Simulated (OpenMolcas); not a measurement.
# doublet [SiHClF2]+: levels of theory compared

Aim: a comparison of 6 runs (UHF/6-311+G**, U-revPBE/6-311+G**, UM06-2X/6-311+G**, UM06-L/6-311+G**, UPBE0/6-311+G**, UTPSS/6-311+G**) of doublet [SiHClF2]+. 

The calculation is run with OpenMolcas 26.06.

1 further run of the same task is left out (set aside as unsound or not needed).

## (1) Starting point

[SiHClF2]+: 5 atoms, total charge +1, spin state doublet. As SMILES of the parent species, `F[SiH](F)Cl`. The shape is that of a PBE0-D4/def2-TZVP optimisation. That shape belongs to the parent species and isn't relaxed for this state.

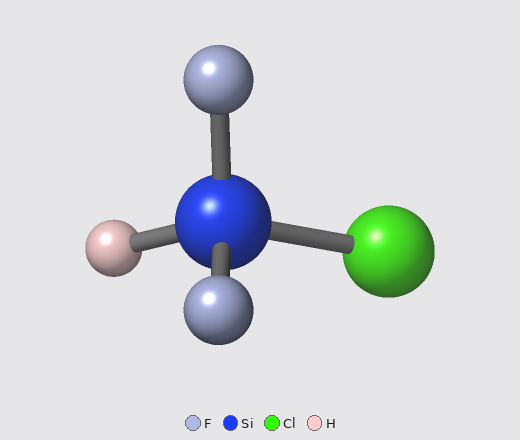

Viewed from a chosen angle; fluorine light blue, silicon blue, chlorine green, hydrogen pink.

## (2) The energy at UHF/6-311+G(d,p) (run 1)

geom.xyz reads:

```xyz
5

F     -0.339600    -0.621400     1.420100
Si     0.095900    -0.000200     0.037800
F     -0.033500     1.566800     0.156500
Cl    -1.157500    -0.656000    -1.401500
H      1.484600    -0.363000    -0.254200
```

job.inp reads:

```
&GATEWAY
BASLIB = $CurrDir
COORD = geom.xyz
BASIS = 6-311pGss
GROUP = NoSym
&SEWARD
&SCF
UHF
CHARGE = 1
SPIN = 2
THRESHOLDS = 1e-10 1e-07 1e-07 1e-05
PRORBITALS = 1 2
```

The basis set 6-311+G** is read from a file made from the Basis Set Exchange's data (not shown).

Command:

```bash
$ export MOLCAS_MEM=1860
$ pymolcas job.inp > job.log
```

The program printed:

```text
--- Start Module: gateway ---
[...]
--- Stop Module: gateway /rc=_RC_ALL_IS_WELL_ ---
--- Start Module: seward ---
[...]
      Basis functions          110
--- Stop Module: seward /rc=_RC_ALL_IS_WELL_ ---
[...]
--- Start Module: scf ---
[...]
       Convergence after  27 Iterations
[...]
::    Total SCF energy                               -947.7043782383
[...]
      Total spin, S                                     0.5037815251
[...]
      Total electronic charge=   49.000000
      Total            charge=    1.000000
[...]
      Dipole Moment (debye):
      Origin of the operator (angstrom)=   -0.4256   -0.0525   -0.1791
                   X= -4.4270E-01               Y= -2.6932E+00               Z= -4.7709E+00           Total=  5.4964E+00
      Center of Charge (angstrom)
[...]
--- Stop Module: scf /rc=_RC_ALL_IS_WELL_ ---
[...]
```

Run time: 28 s. Hardware: 1 thread of Intel Xeon Platinum 8259CL at 2.50GHz (Skylake/Cascade Lake), shared host; peak memory 0.65 GiB.

## (3) The energy at U-revPBE/6-311+G(d,p) (run 2)

calc.inp reads:

```
* ClF2HSi Kohn-Sham DFT
>>> EXPORT MOLCAS_PRINT=2

&gateway
  baslib=$CurrDir
  coord
  5
  angstrom
  F       -0.339600      -0.621400       1.420100
  Si       0.095900      -0.000200       0.037800
  F       -0.033500       1.566800       0.156500
  Cl      -1.157500      -0.656000      -1.401500
  H        1.484600      -0.363000      -0.254200
  basis=6-311pGss
  group=NoSym

&seward
  gridinput
  Grid=UltraFine
  End of Grid

&scf
  uhf
  charge=1
  spin=2
  ksdft=revPBE
  thresholds=1e-10 1e-07 1e-07 1e-05
  prorbitals=1 2
```

The basis set 6-311+G** is read from a file made from the Basis Set Exchange's data (not shown).

Command:

```bash
$ export MOLCAS_MEM=1860
$ pymolcas calc.inp > calc.log
```

The program printed:

```text
--- Start Module: gateway ---
[...]
--- Stop Module: gateway /rc=_RC_ALL_IS_WELL_ ---
--- Start Module: seward ---
[...]
      Basis functions          110
--- Stop Module: seward /rc=_RC_ALL_IS_WELL_ ---
[...]
--- Start Module: scf ---
[...]
       Convergence after  37 Iterations
[...]
::    Total KS-DFT energy                            -949.5565647034
[...]
      Total spin, S                                     0.5014911868
[...]
      Total electronic charge=   49.000000
      Total            charge=    1.000000
[...]
      Dipole Moment (debye):
      Origin of the operator (angstrom)=   -0.4256   -0.0525   -0.1791
                   X=  1.5152E+00               Y= -1.7348E+00               Z= -2.6372E+00           Total=  3.5014E+00
      Center of Charge (angstrom)
[...]
--- Stop Module: scf /rc=_RC_ALL_IS_WELL_ ---
[...]
```

It took 1.7 min on 1 thread of Intel Xeon Platinum 8259CL at 2.50GHz (Skylake/Cascade Lake), shared host; peak memory 0.65 GiB.

Runs 3 to 4 aren't shown in full; the table further down has their settings and results.

## (4) The energy at UPBE0/6-311+G(d,p) (run 5)

test.inp reads:

```
* ClF2HSi Kohn-Sham DFT
&GATEWAY
BASLIB=$CurrDir
COORD
5
bohr
F     -0.64175099    -1.17427581     2.68360007
Si     0.18122474    -0.00037795     0.07143165
F     -0.06330583     2.96082289     0.29574214
Cl    -2.18735799    -1.23966034    -2.64845116
H      2.80548740    -0.68597058    -0.48036838
BASIS=6-311pGss
GROUP=NoSym
&SEWARD
GRIDINPUT
Grid=UltraFine
End of Grid
&SCF
UHF
CHARGE=1
SPIN=2
KSDFT=PBE0
THRESHOLDS=1e-10 1e-07 1e-07 1e-05
PRORBITALS=0
```

The basis set 6-311+G** is read from a file made from the Basis Set Exchange's data (not shown).

Command:

```bash
$ export MOLCAS_MEM=1860
$ pymolcas test.inp > test.log
```

The program printed:

```text
--- Start Module: gateway ---
[...]
--- Stop Module: gateway /rc=_RC_ALL_IS_WELL_ ---
--- Start Module: seward ---
[...]
      Basis functions          110
--- Stop Module: seward /rc=_RC_ALL_IS_WELL_ ---
[...]
--- Start Module: scf ---
[...]
       Convergence after  23 Iterations
[...]
::    Total KS-DFT energy                            -949.2974905244
[...]
      Total spin, S                                     0.5032179316
[...]
      Total electronic charge=   49.000000
      Total            charge=    1.000000
[...]
      Dipole Moment (debye):
      Origin of the operator (angstrom)=   -0.4256   -0.0525   -0.1791
                   X=  1.0060E+00               Y= -2.1314E+00               Z= -3.4472E+00           Total=  4.1759E+00
      Center of Charge (angstrom)
[...]
--- Stop Module: scf /rc=_RC_ALL_IS_WELL_ ---
[...]
```

It took 68 s on 1 thread of Intel Xeon Platinum 8259CL at 2.50GHz (Skylake/Cascade Lake), shared host; peak memory 0.65 GiB.

## (5) A single-point energy at UTPSS/6-311+G(d,p) (run 6)

test.inp reads:

```
>>> EXPORT MOLCAS_PRINT=2

&GATEWAY
  BasLib
  $CurrDir
  BasisSet
  F.6-311pGss....
  F1 -0.339600 -0.621400 1.420100 angstrom
  F3 -0.033500 1.566800 0.156500 angstrom
  End of Basis
  BasisSet
  Si.6-311pGss....
  Si2 0.095900 -0.000200 0.037800 angstrom
  End of Basis
  BasisSet
  Cl.6-311pGss....
  Cl4 -1.157500 -0.656000 -1.401500 angstrom
  End of Basis
  BasisSet
  H.6-311pGss....
  H5 1.484600 -0.363000 -0.254200 angstrom
  End of Basis

&SEWARD
  GridInput
  Grid=UltraFine
  End of Grid

&SCF
  UHF
  Charge
  1
  Spin
  2
  KSDFT
  2
  1.0 MGGA_X_TPSS
  1.0 MGGA_C_TPSS
  Thresholds
  1e-10 1e-07 1e-07 1e-05
  PrOrbitals
  1 1
```

The basis set 6-311+G** is read from a file made from the Basis Set Exchange's data (not shown).

Command:

```bash
$ export MOLCAS_MEM=1860
$ pymolcas test.inp > test.log
```

The program printed:

```text
--- Start Module: gateway ---
[...]
--- Stop Module: gateway /rc=_RC_ALL_IS_WELL_ ---
--- Start Module: seward ---
[...]
      Basis functions          110
--- Stop Module: seward /rc=_RC_ALL_IS_WELL_ ---
[...]
--- Start Module: scf ---
[...]
       Convergence after  54 Iterations
[...]
::    Total KS-DFT energy                            -949.8257544294
[...]
      Total spin, S                                     0.5021961851
[...]
      Total electronic charge=   49.000000
      Total            charge=    1.000000
[...]
      Dipole Moment (debye):
      Origin of the operator (angstrom)=   -0.4256   -0.0525   -0.1791
                   X=  1.4366E+00               Y= -1.7923E+00               Z= -2.7554E+00           Total=  3.5873E+00
      Center of Charge (angstrom)
[...]
--- Stop Module: scf /rc=_RC_ALL_IS_WELL_ ---
[...]
```

Run time: 3.7 min. Hardware: 1 thread of Intel Xeon Platinum 8259CL at 2.50GHz (Skylake/Cascade Lake), shared host; peak memory 0.65 GiB.

## (6) The series

```tsv
run	level	integration grid	energy (Eh)	HOMO energy (eV)	LUMO energy (eV)	⟨S²⟩	wall time
1	UHF/6-311+G**	–	-947.704378	-21.04	-10.60	0.758	28 s
2	U-revPBE/6-311+G**	UltraFine	-949.556565	-15.87	-15.82	0.753	1.7 min
3	UM06-2X/6-311+G**	UltraFine	-949.657430	-18.88	-14.37	0.755	93 s
4	UM06-L/6-311+G**	UltraFine	-949.731214	-16.25	-15.98	0.754	2.4 min
5	UPBE0/6-311+G**	UltraFine	-949.297491	-17.60	-15.26	0.756	68 s
6	UTPSS/6-311+G**	UltraFine	-949.825754	-16.11	-15.89	0.754	3.7 min
```

## (7) Outcome

```
                                 quantity          value
                      run 6: total energy  -949.82575 Eh
run 6: HOMO energy (highest over α and β)      -16.11 eV
 run 6: LUMO energy (lowest over α and β)      -15.89 eV
                              run 6: ⟨S²⟩          0.754
```

What this shows: Totals of different functionals can't be ranked against each other. All runs together took 11 min, the longest 3.7 min.
